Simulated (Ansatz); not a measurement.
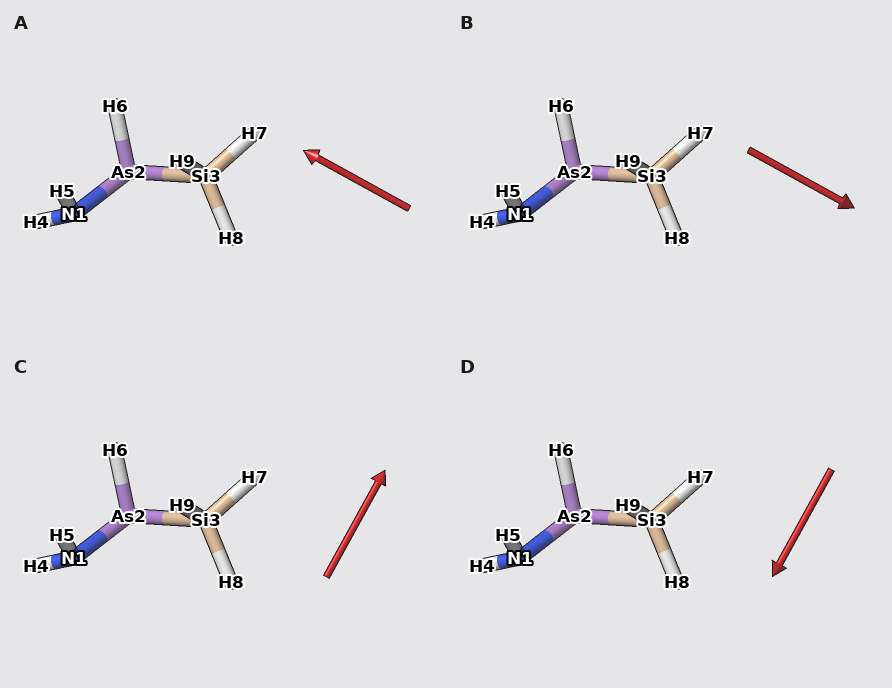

The same molecule four times, each with an arrow. The computed structure is the end point of a PBE-D4/def2-SVP optimisation. No frequency run is at hand to confirm it as a minimum. Method: RKS PBE-D4/def2-SVP (Ansatz 0.2.0).

> Which arrow points along the dipole moment, from the negative to the positive end?

A. The dipole moment is 1.51 D; it points from the side of H8 to the side of H4, H5 (the outermost atoms at the two ends).
